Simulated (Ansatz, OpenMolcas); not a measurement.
## Exact exchange and the vertical energy of the triplet above the singlet of Si2H6O

Si2H6O has 9 atoms, charge 0, and is taken as a singlet. SMILES: `[SiH3]O[SiH3]`. The coordinates come from a PBE0-D4/def2-TZVP relaxation.

The vertical energy of the triplet above the singlet y, in eV, basis cc-pVDZ; a is the functional's share of exact exchange. Programs: Ansatz 0.2.0, OpenMolcas 26.06.

| functional | program | a | y (eV) |
| --- | --- | --- | --- |
| TPSS | OpenMolcas | 0 | 6.61 |
| PBE | Ansatz | 0 | 6.27 |
| B3LYP | Ansatz | 0.2 | 6.92 |
| PBE0 | Ansatz | 0.25 | ? |
| r2SCAN0 | Ansatz | 0.25 | 7.10 |
| BHLYP | Ansatz | 0.5 | 7.55 |

Problem. Fit y = c + s·a to the known rows and predict PBE0.

Solution. 
1. Means of the 5 rows: a = 0.1900, y = 6.890.
2. Σ(Δa)² = 0.172, Σ(Δa·Δy) = 0.3885, so the slope is 0.3885/0.172 = 2.2587.
3. Intercept: 6.890 − (2.2587) × 0.1900 = 6.461. The largest residual of the fit is 0.19.
4. PBE0: 6.461 + (2.2587) × 0.25 = 7.03 eV.

The run gave 6.91 eV, so the prediction is off by +0.12 eV, within the scatter of the fit. The rows mix families of semi-local functionals, which the line can't see.

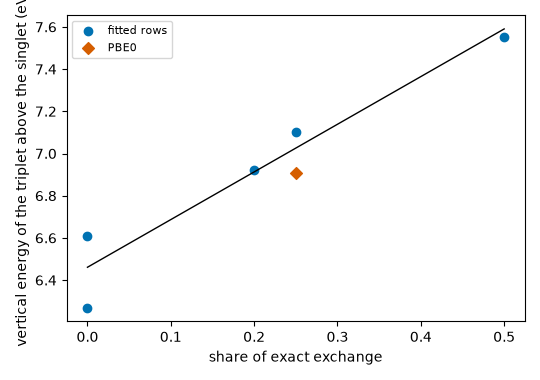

The fitted line, with the withheld row.
